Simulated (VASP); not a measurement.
Band structure of RbCl. These are PBE GGA, VASP's PBE PAW potentials (set 64) (plane waves; VASP 6.6.1) values and carry that method's errors.

The cell holds a wide vacuum, so values per volume refer to the whole cell.

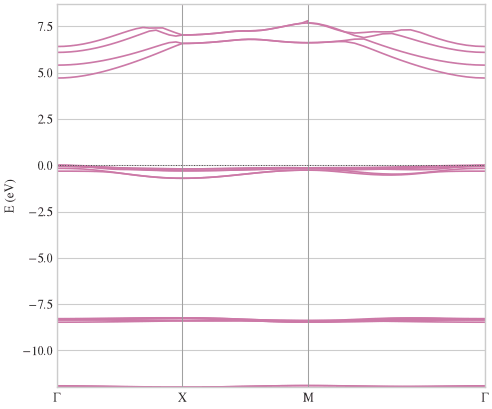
Fig. 1. Bands along high-symmetry lines, zero at the valence-band maximum or, without a gap, the Fermi level

**Question.** Read the plot: is there a gap, and where are the band edges?

**Answer.** The gap is direct, 4.71 eV, from the valence maximum at Γ to the conduction minimum at Γ.

The cell is a sheet with vacuum, built from a generated structure.
